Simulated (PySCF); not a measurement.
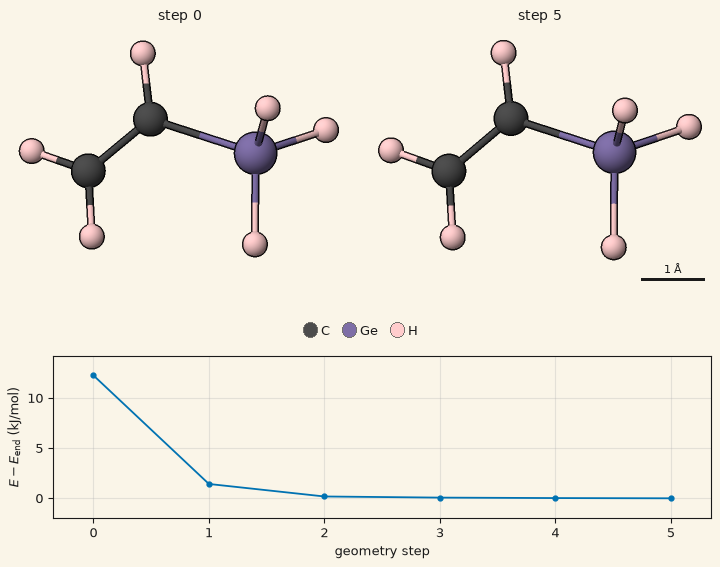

First and last geometry of a relaxation of C₂H₆Ge, with the history of the run. Style: ball-and-stick. Shown at a tilt.

The start comes from GFN2-xTB. Its atoms were then displaced at random by about 0.01 Å.

Level of theory: PBE0-D3(BJ)/def2-SVP geometry optimisation, gas phase (PySCF 2.14.0, density-fitted response routines). 

Question: Read the history and describe the run.

Answer: It converged. Over 5 geometry steps the energy falls by 12.3 kJ/mol. The atom that moves furthest after the best rigid fit is an H atom (0.089 Å). By element the largest moves are H 0.089 Å, C 0.050 Å, Ge 0.025 Å. Some distances before and after: Ge–H 1.484 → 1.541 Å, C–H 1.053 → 1.096 Å, C–Ge 1.958 → 1.939 Å, C–H 1.081 → 1.096 Å.

```
step  E − E(0), kJ/mol
   0              0.00
   1            -10.83
   2            -12.08
   3            -12.19
   4            -12.24
   5            -12.26
```
